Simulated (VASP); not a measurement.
# What spin-orbit coupling changes in CdTe, part 3 of 4

Aim: run bands, DOS and a relaxation of CdTe twice, without and with spin-orbit coupling. All runs use r2SCAN. Left out of this account: 1 further run (fields: a reference on another mesh). The start is a cell from a database of measured crystal structures.

VASP 6.6.1, plane waves and PAW; the level of theory is named at each step.

So far, gap on the k-mesh (eV): step 4 (total and projected DOS (r2SCAN)) 1.27.

### 5. Density of states (r2SCAN + SOC)

This step: r2SCAN, spin-orbit coupling; plane waves and PAW (Cd, Te) (VASP 6.6.1).

Here the states are counted by energy and projected on the atoms.

Input file INCAR:

```
SYSTEM = CdTe
PREC = Accurate
ENCUT = 400
EDIFF = 1E-06
NELM = 100
ISMEAR = -5
SIGMA = 0.05
LREAL = .FALSE.
ALGO = Normal
METAGGA = R2SCAN
LASPH = .TRUE.
LNONCOLLINEAR = .TRUE.
MAGMOM = 0 0 0 0 0 0
NBANDS = 30
GGA_COMPAT = .FALSE.
LSORBIT = .TRUE.
LORBIT = 11
LWAVE = .FALSE.
LCHARG = .FALSE.
KPAR = 2
NEDOS = 2001
```

Input file POSCAR:

```
CdTe
1.0
    0.0000000000      3.2400000000      3.2400000000
    3.2400000000      0.0000000000      3.2400000000
    3.2400000000      3.2400000000      0.0000000000
Cd Te
1 1
Direct
    0.0000000000      0.0000000000      0.0000000000
    0.2500000000      0.2500000000      0.2500000000
```

Input file KPOINTS:

```
Automatic mesh
0
Gamma
6 6 6
0 0 0
```

PAW data sets: Cd and Te (PBE family, release 64).

Started as:

```console
$ mpirun -np 2 vasp_ncl
```

Log:

```text
[... set-up lines as in an earlier step ...]
 entering main loop
       N       E                     dE             d eps       ncg     rms          rms(c)
DAV:   1     0.510357598871E+02    0.51036E+02   -0.71185E+03  1368   0.867E+02
DAV:   2    -0.468695185717E+02   -0.97905E+02   -0.94704E+02  1478   0.243E+02
DAV:   3    -0.512723643775E+02   -0.44028E+01   -0.43792E+01  1554   0.524E+01
DAV:   4    -0.513181253734E+02   -0.45761E-01   -0.45752E-01  1606   0.483E+00
DAV:   5    -0.513186321047E+02   -0.50673E-03   -0.50672E-03  1550   0.493E-01    0.614E+00
DAV:   6    -0.467588873475E+02    0.45597E+01   -0.29220E+00  1380   0.226E+01    0.710E+00
DAV:   7    -0.467308336150E+02    0.28054E-01   -0.14292E-01  1464   0.416E+00    0.466E+00
DAV:   8    -0.467405001500E+02   -0.96665E-02   -0.84126E-02  1422   0.314E+00    0.125E+00
DAV:   9    -0.467427517916E+02   -0.22516E-02   -0.33767E-03  1560   0.511E-01    0.512E-01
DAV:  10    -0.467430710728E+02   -0.31928E-03   -0.13220E-03  1454   0.348E-01    0.219E-01
DAV:  11    -0.467429557231E+02    0.11535E-03   -0.47920E-04  1470   0.214E-01    0.583E-02
DAV:  12    -0.467429573870E+02   -0.16639E-05   -0.29487E-05  1496   0.654E-02    0.404E-02
DAV:  13    -0.467429591665E+02   -0.17795E-05   -0.91241E-06  1520   0.337E-02    0.290E-02
DAV:  14    -0.467429630269E+02   -0.38604E-05   -0.99360E-06  1398   0.353E-02    0.174E-02
DAV:  15    -0.467429615725E+02    0.14544E-05   -0.34350E-06  1518   0.266E-02    0.626E-03
DAV:  16    -0.467429616013E+02   -0.28750E-07   -0.13735E-07   804   0.262E-03
   1 F= -.46742962E+02 E0= -.46742962E+02  d E =0.000000E+00  mag=    -0.0000     0.0000    -0.0000
```

Run time: 3.5 min. Hardware: 2 MPI ranks of Intel Xeon 6975P-C (Granite Rapids), shared host; peak memory 0.65 GiB.

Parts of OUTCAR (step 5):

```text
   NELECT =      18.0000    total number of electrons

 E-fermi :   2.3836

 k-point     1 :       0.0000    0.0000    0.0000
  band No.  band energies     occupation
    ...
     14       1.5595      1.00000
     15       2.3741      1.00000
     16       2.3741      1.00000
     17       2.3741      1.00000
     18       2.3741      1.00000
     19       3.3808      0.00000
     20       3.3808      0.00000
     21       6.9133      0.00000
     22       6.9133      0.00000
     23       7.2360      0.00000
    ...

  Total        0.5975121      0.5975121      0.5975121      0.0000000     -0.0000000     -0.0000000
  in kB       14.0731806     14.0731806     14.0731806      0.0000000     -0.0000000     -0.0000000
  external PRESSURE =      14.0731806 kB  Pullay stress =       0.0000000 kB

 POSITION                                       TOTAL-FORCE (eV/Angst)
 -----------------------------------------------------------------------------------
      0.00000      0.00000      0.00000        -0.000000     -0.000000     -0.000000
      1.62000      1.62000      1.62000         0.000000      0.000000      0.000000
 -----------------------------------------------------------------------------------
    total drift:                                0.000000      0.000000      0.000000

  FREE ENERGIE OF THE ION-ELECTRON SYSTEM (eV)
  ---------------------------------------------------
  free  energy   TOTEN  =       -46.7429616013 eV

  energy  without entropy=      -46.7429616013  energy(sigma->0) =      -46.74296160

 Spin-Orbit-Coupling matrix elements
 Ion:    1  E_soc:     -0.0581722
 Ion:    2  E_soc:     -0.1792169

 magnetization (x)
# of ion       s       p       d       tot
------------------------------------------
    1        0.000  -0.000   0.000  -0.000
    2        0.000   0.000  -0.000   0.000
--------------------------------------------------
tot          0.000  -0.000  -0.000  -0.000

 magnetization (y)
# of ion       s       p       d       tot
------------------------------------------
    1        0.000   0.000   0.000   0.000
    2        0.000   0.000  -0.000   0.000
--------------------------------------------------
tot          0.000   0.000  -0.000   0.000

 magnetization (z)
# of ion       s       p       d       tot
------------------------------------------
    1        0.000   0.000  -0.000   0.000
    2       -0.000  -0.000  -0.000  -0.000
--------------------------------------------------
tot          0.000   0.000  -0.000   0.000

[... 15 parts as in an earlier step ...]

[... 2 further parts left out ...]
```

This step gave:

* SCF cycles: 16
* bands: 30
* irreducible k-points: 22
* free energy (TOTEN): -46.74 eV
* Fermi energy: 2.384 eV
* pressure: 1.407 GPa
* gap on the k-mesh: 1.007 eV
* least direct gap on the k-mesh: 1.007 eV

On-site spin-orbit energy by atom:

```tsv
atom	on-site spin-orbit energy (eV)
Cd1	-0.058
Te2	-0.179
```

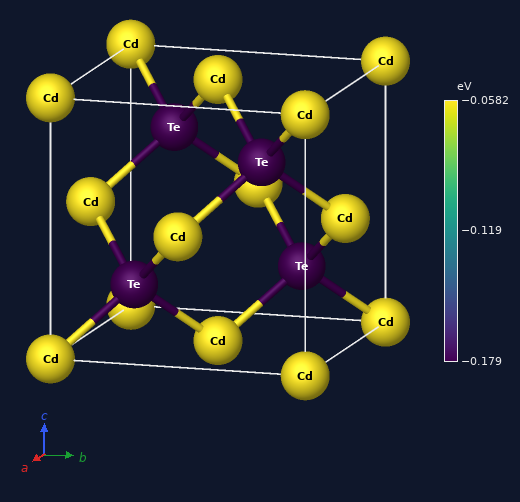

Atoms coloured by on-site spin-orbit energy. Bonds to atoms that aren't drawn are left out. Some periodic images of atoms are drawn too.

The density of states has structure finer than the step of the table below, so its rows give means over 1 eV, whole bins alone (the curve runs from -12.0 to 4.81 eV). Peaks (eV: height): total -11.4: 9.34, -9.1: 19.9, -8.4: 20.0, -8.3: 18.3; Te p -8.4: 0.302, -4.4: 0.925, -2.4: 0.716, -1.9: 0.946; Cd s -11.4: 0.110, -4.4: 0.828, 3.0: 0.445; Cd p -11.4: 0.107, -2.4: 0.136, -1.9: 0.174, 3.0: 0.0833; Cd d -9.1: 18.4, -8.8: 5.63, -8.4: 18.3, -8.3: 17.2.

States under -12.0 eV and over 4.8 eV are left out. Density of states against energy, zero at the valence-band top; means over each step; values in states/eV/cell:

```tsv
energy (eV)	total	Te p	Cd s	Cd p	Cd d	Te s
-11	1.67	1.4e-4	0.0202	0.0193	0.206	0.954
-10	0	0	0	0	0	0
-9	4.41	0.0363	0.00430	0.00213	4.02	0.0406
-8	5.57	0.0411	0.0116	0.00481	5.04	0.107
-7	0	0	0	0	0	0
-6	0	0	0	0	0	0
-5	0.384	0.0936	0.0779	0.00437	0.00670	0.00440
-4	1.26	0.303	0.240	0.0187	0.0360	0.0296
-3	0.762	0.243	0.0408	0.0390	0.0311	0.0144
-2	2.14	0.788	0.0317	0.141	0.0805	0.0106
-1	1.34	0.558	0.00897	0.0791	0.0654	0.00305
0	0.0938	0.0429	1.8e-4	0.00409	0.00604	8.0e-5
1	0.00260	2.9e-4	6.5e-4	3.0e-5	0	4.2e-4
2	0.187	0.0218	0.0437	0.00544	0.00156	0.0203
3	1.58	0.198	0.304	0.0572	0.0298	0.0794
4	1.16	0.124	0.0999	0.0819	0.0285	0.0309
```

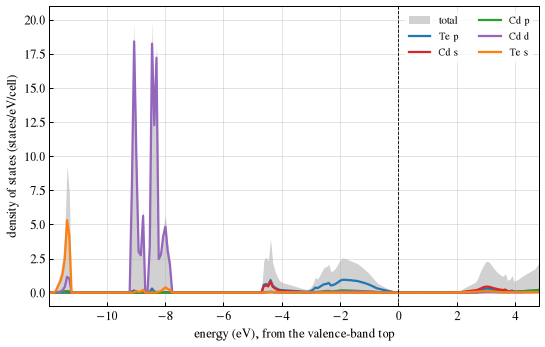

Density of states against energy.

The gap on this mesh is 1.01 eV. In the top eV of the valence band the largest shares in the PAW spheres are Te p 44 %, Cd d 6 % and Cd p 5 %; in the lowest eV of the conduction band, Cd s 25 %, Te s 16 % and Te p 11 %. The rest lies in smaller channels or between the spheres.

### 6. Full relaxation (r2SCAN)

This step: r2SCAN; plane waves and PAW (Cd, Te) (VASP 6.6.1).

Last, the cell itself: ISIF = 3 frees volume, shape and positions, first without the coupling.

Input file INCAR:

```
SYSTEM = CdTe
PREC = Accurate
ENCUT = 400
EDIFF = 1E-06
NELM = 100
ISMEAR = -1
SIGMA = 0.05
LREAL = .FALSE.
ALGO = Normal
METAGGA = R2SCAN
LASPH = .TRUE.
NBANDS = 15
LORBIT = 11
LWAVE = .FALSE.
LCHARG = .FALSE.
KPAR = 2
IBRION = 2
NSW = 60
ISIF = 3
EDIFFG = -0.01
```

POSCAR is that of step 5.

KPOINTS is that of step 5.

Started as:

```console
$ mpirun -np 2 vasp_std
```

Log:

```text
[... set-up lines as in an earlier step ...]
 entering main loop
       N       E                     dE             d eps       ncg     rms          rms(c)
DAV:   1     0.452238842462E+02    0.45224E+02   -0.73571E+03   480   0.865E+02
DAV:   2    -0.479596991429E+02   -0.93184E+02   -0.89606E+02   585   0.234E+02
DAV:   3    -0.511694121014E+02   -0.32097E+01   -0.32060E+01   557   0.464E+01
DAV:   4    -0.511938343609E+02   -0.24422E-01   -0.24421E-01   732   0.365E+00
DAV:   5    -0.511939747008E+02   -0.14034E-03   -0.14034E-03   606   0.193E-01    0.555E+00
DAV:   6    -0.466422704696E+02    0.45517E+01   -0.29418E+00   501   0.224E+01    0.690E+00
DAV:   7    -0.466138339831E+02    0.28436E-01   -0.11959E-01   522   0.380E+00    0.458E+00
DAV:   8    -0.466227684197E+02   -0.89344E-02   -0.81381E-02   571   0.311E+00    0.947E-01
DAV:   9    -0.466258002694E+02   -0.30318E-02   -0.63816E-03   592   0.641E-01    0.358E-01
DAV:  10    -0.466255027827E+02    0.29749E-03   -0.19669E-03   529   0.496E-01    0.658E-02
DAV:  11    -0.466255014456E+02    0.13372E-05   -0.98687E-05   613   0.132E-01    0.433E-02
DAV:  12    -0.466255086296E+02   -0.71840E-05   -0.37466E-05   571   0.772E-02    0.189E-02
DAV:  13    -0.466255091373E+02   -0.50773E-06   -0.84891E-06   557   0.274E-02
   1 F= -.46625509E+02 E0= -.46625509E+02  d E =-.466255E+02
 curvature:   0.00 expect dE= 0.000E+00 dE for cont linesearch  0.000E+00
 trial: gam= 0.00000 g(F)=  0.143E-44 g(S)=  0.239E-01 ort = 0.000E+00 (trialstep = 0.100E+01)
 search vector abs. value=  0.239E-01
 bond charge predicted
       N       E                     dE             d eps       ncg     rms          rms(c)
DAV:   1    -0.468927168085E+02   -0.26721E+00   -0.55688E+00   529   0.286E+01    0.454E+00
DAV:   2    -0.466594133361E+02    0.23330E+00   -0.55139E-01   501   0.111E+01    0.145E+00
DAV:   3    -0.466384482917E+02    0.20965E-01   -0.50292E-02   515   0.263E+00    0.131E+00
DAV:   4    -0.466331880632E+02    0.52602E-02   -0.86255E-03   515   0.601E-01    0.205E-01
DAV:   5    -0.466331213863E+02    0.66677E-04   -0.39221E-04   564   0.164E-01    0.160E-01
DAV:   6    -0.466331130849E+02    0.83014E-05   -0.93697E-05   552   0.792E-02    0.964E-02
DAV:   7    -0.466331286122E+02   -0.15527E-04   -0.99217E-05   536   0.919E-02    0.331E-02
DAV:   8    -0.466331282440E+02    0.36816E-06   -0.17105E-05   501   0.498E-02    0.157E-02
DAV:   9    -0.466331305879E+02   -0.23438E-05   -0.15761E-06   486   0.124E-02    0.422E-03
DAV:  10    -0.466331302284E+02    0.35943E-06   -0.22940E-07   275   0.715E-03
   2 F= -.46633130E+02 E0= -.46633130E+02  d E =-.762109E-02
 trial-energy change:   -0.007621  1 .order   -0.007811   -0.023932    0.008311
 step:   0.7354(harm=  0.7422)  dis= 0.00000  next Energy=   -46.634233 (dE=-0.872E-02)
 bond charge predicted
       N       E                     dE             d eps       ncg     rms          rms(c)
DAV:   1    -0.466527961708E+02   -0.19666E-01   -0.38484E-01   529   0.734E+00    0.107E+00
DAV:   2    -0.466358751694E+02    0.16921E-01   -0.42592E-02   494   0.299E+00    0.342E-01
DAV:   3    -0.466345116413E+02    0.13635E-02   -0.34848E-03   515   0.661E-01    0.292E-01
DAV:   4    -0.466342512677E+02    0.26037E-03   -0.57918E-04   536   0.162E-01    0.462E-02
DAV:   5    -0.466342471712E+02    0.40965E-05   -0.36545E-05   557   0.639E-02    0.410E-02
DAV:   6    -0.466342537578E+02   -0.65866E-05   -0.18350E-05   529   0.341E-02    0.793E-03
DAV:   7    -0.466342531880E+02    0.56977E-06   -0.20976E-06   495   0.163E-02
   3 F= -.46634253E+02 E0= -.46634253E+02  d E =-.874405E-02
 curvature:  -0.37 expect dE=-0.221E-06 dE for cont linesearch -0.221E-06
 trial: gam= 0.00000 g(F)=  0.285E-43 g(S)=  0.597E-06 ort =-0.119E-03 (trialstep = 0.947E+00)
 search vector abs. value=  0.597E-06
 reached required accuracy - stopping structural energy minimisation
```

Elapsed: 53 s, on 2 MPI ranks; peak memory 0.34 GiB; 1.7 min of CPU time.

OUTCAR, selected parts (step 6):

```text
   k-points           NKPTS =     16   k-points in BZ     NKDIM =     16   number of bands    NBANDS=     15

   NELECT =      18.0000    total number of electrons

 E-fermi :   2.4486

 k-point     1 :       0.0000    0.0000    0.0000
  band No.  band energies     occupation
    ...
      5      -6.3667      2.00000
      6      -6.3667      2.00000
      7       1.8336      1.99999
      8       1.8336      1.99999
      9       1.8336      1.99999
     10       3.0051      0.00003
     11       6.8813      0.00000
     12       6.8813      0.00000
     13       6.8813      0.00000
     14       9.7086      0.00000
    ...

  Total       -0.0028715     -0.0028715     -0.0028715      0.0000000      0.0000000      0.0000000
  in kB       -0.0656045     -0.0656045     -0.0656045      0.0000000      0.0000000      0.0000000
  external PRESSURE =      -0.0656045 kB  Pullay stress =       0.0000000 kB

 POSITION                                       TOTAL-FORCE (eV/Angst)
 -----------------------------------------------------------------------------------
      0.00000      0.00000      0.00000        -0.000000     -0.000000     -0.000000
      1.63653      1.63653      1.63653         0.000000      0.000000      0.000000
 -----------------------------------------------------------------------------------
    total drift:                               -0.000007     -0.000007     -0.000007

  FREE ENERGIE OF THE ION-ELECTRON SYSTEM (eV)
  ---------------------------------------------------
  free  energy   TOTEN  =       -46.6342531880 eV

  energy  without entropy=      -46.6342530133  energy(sigma->0) =      -46.63425310

 reached required accuracy - stopping structural energy minimisation

[... 6 parts as in an earlier step ...]

[... 10 further parts left out ...]
```

CONTCAR:

```
CdTe
   1.00000000000000
     0.0000000000000000    3.2730511447483428    3.2730511447483428
     3.2730511447483428   -0.0000000000000000    3.2730511447483428
     3.2730511447483428    3.2730511447483428   -0.0000000000000000
  Cd              Te
     1     1
Direct
     0.0000000000000000    0.0000000000000000    0.0000000000000000
     0.2500000000000000    0.2500000000000000    0.2500000000000000
```

The run keeps the 24 symmetry operations of its start, so it cannot find a distortion of lower symmetry.

Relaxation path:

```tsv
step	energy less that of the first step (eV)	largest force (eV/Å)	pressure (GPa)	volume (Å³)
1	0.0000	0.0000	1.35	68.02
2	-0.0076	0.0000	-0.45	70.89
3	-0.0087	0.0000	-0.01	70.13
```

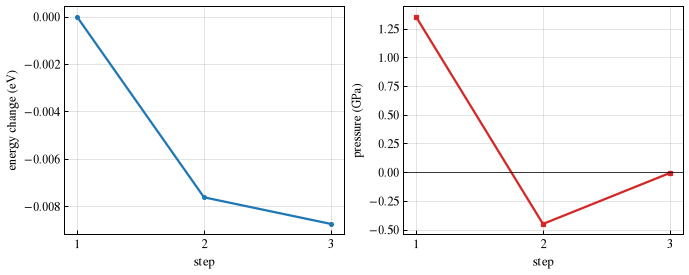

Energy and pressure along the relaxation.

```tsv
conventional cell, symmetrised	before	after	change
a (Å)	6.480	6.546	+1.0 %
b (Å)	6.480	6.546	+1.0 %
c (Å)	6.480	6.546	+1.0 %
volume (Å³/atom)	34.01	35.06	+3.1 %
```

The relaxed structure:

```
Cd Te
1.0
     0.00000    3.27305    3.27305
     3.27305    0.00000    3.27305
     3.27305    3.27305    0.00000
Cd Te
1 1
Direct
  0.00000 0.00000 0.00000
  0.25000 0.25000 0.25000
```

This step gave:

```yaml
bands: 15
irreducible_k_points: 16
free_energy_toten: -46.63 eV
fermi_energy: 2.449 eV
pressure: -0.006560 GPa
scf_cycles_over_all_ionic_steps: 30
gap_on_the_k_mesh: 1.172 eV
least_direct_gap_on_the_k_mesh: 1.172 eV
```

It ends with forces that vanish by symmetry and a pressure of -0.01 GPa.

(Continued in part 4 of 4.)

[Lines on the potential files, build, host, timing and source positions are cut from VASP's logs without a mark.]

[Logs are printed without paths, hosts, clocks, repeated set-up lines and the standing remarks that a program may print on its own settings, such as how far it seeks lower states.]

[Hosts, paths, dates, database ids (printed as entryN), source tags and the programs' standing remarks are cut or masked in the printed files.]

[A measured line is paired with the nearest computed mode of its activity, which favours agreement.]
